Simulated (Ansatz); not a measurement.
# F2H4N2Zr···NH3: what the fields show

The calculation's input:

```
crystal:
  periodic: [false, false, false]
  atoms:
    - { symbol: Zr, position_ang: [0.066813, 0.025901, -0.111469] }
    - { symbol: F, position_ang: [0.169547, -0.038235, 1.851074] }
    - { symbol: "N", position_ang: [1.983386, 0.056569, -0.791528] }
    - { symbol: H, position_ang: [2.647443, -0.721288, -0.680481] }
    - { symbol: H, position_ang: [2.467199, 0.82271, -1.273526] }
    - { symbol: "N", position_ang: [-0.730526, 1.793447, -0.735913] }
    - { symbol: H, position_ang: [-1.313414, 1.950668, -1.568918] }
    - { symbol: H, position_ang: [-0.690582, 2.675867, -0.20843] }
    - { symbol: F, position_ang: [-0.78908, -1.517497, -0.895141] }
    - { symbol: "N", position_ang: [-2.873385, -0.064734, 1.603253] }
    - { symbol: H, position_ang: [-2.982828, -0.905319, 1.020164] }
    - { symbol: H, position_ang: [-2.829904, 0.743413, 0.96737] }
    - { symbol: H, position_ang: [-1.94077, -0.131201, 2.067545] }
basis:
  gaussian: { orbitals: def2-SVP }
hamiltonian:
  xc: pbe
  dispersion: d4
relax:
  f_tol: 0.03
  max_steps: 50
output:
  orbitals: {}
```

Command:

```sh
ansatz run input.yaml --threads 4 --pin off --max-ram 5120MiB --backend cpu --events-out ev --progress --plain --runs-dir out
```

The fields are those of the run's last geometry, not of the input's.

Core potentials replace the inner electrons of Zr.

Theory: RKS PBE-D4/def2-SVP (Ansatz 0.2.0).

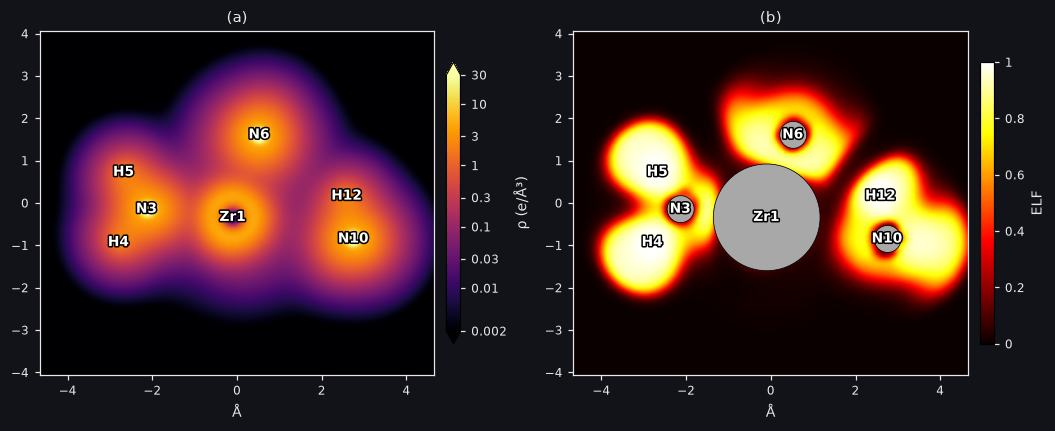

Figure 1. (a) electron density; (b) electron localisation function on the plane of atoms Zr1, N3 and H5. Grey discs cover the atomic cores in the ELF map.

Q: Interpret the plot.

A:
- The plane passes through Zr, N and H nuclei.
- Zr1···N10 (2.90 Å): the density falls to about 0.13 e/Å³ on the way; the ELF is about 0.10 at the midpoint.
- Zr–N (2.04 Å): the density is about 0.82 e/Å³ at the midpoint; the ELF peaks at about 0.90 in the valence shell of N, 0.6 Å from its nucleus, and drops to about 0.30 between the two atoms.
- N–H (1.03 Å): ρ at the midpoint is about 2.6 e/Å³; the ELF climbs to about 1 towards the hydrogen, as it does in any bond to H; an ordinary covalent bond to hydrogen.
- The ELF also peaks beside N10, away from the bonds: lone-pair regions.

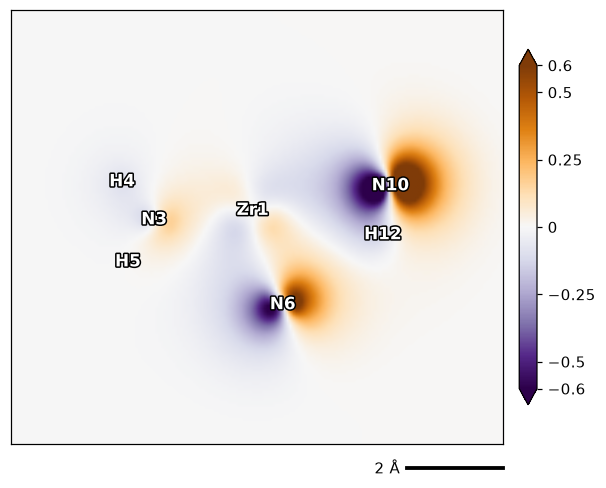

Figure 2. The HOMO−1 on the plane of atoms N3, Zr1 and N6 (values in Å⁻³ᐟ²; the overall sign is arbitrary).

Q: Where does this orbital lie, and at what energy?

A: It lies mainly on N10 (about 55 %) and N6 (about 20 %). Its energy is −5.87 eV.

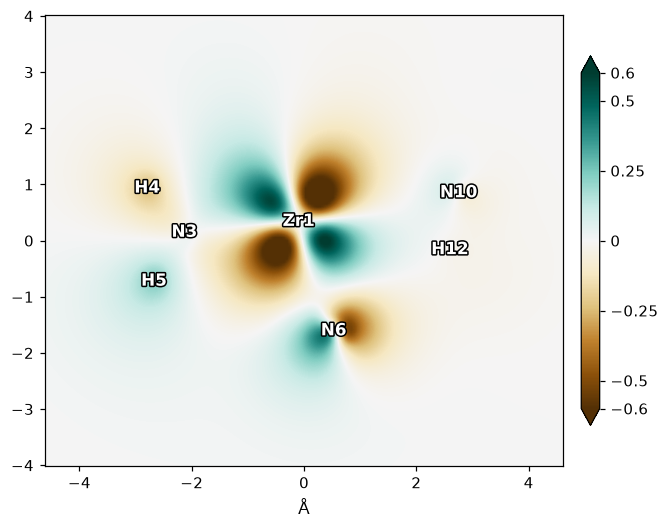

Figure 3. The LUMO on the plane of atoms N3, Zr1 and N6 (values in Å⁻³ᐟ²; the overall sign is arbitrary).

Q: Where does this orbital lie, and at what energy?

A: It lies mainly on Zr1 (about 70 %) and N6 (about 10 %). Its energy is −1.19 eV.
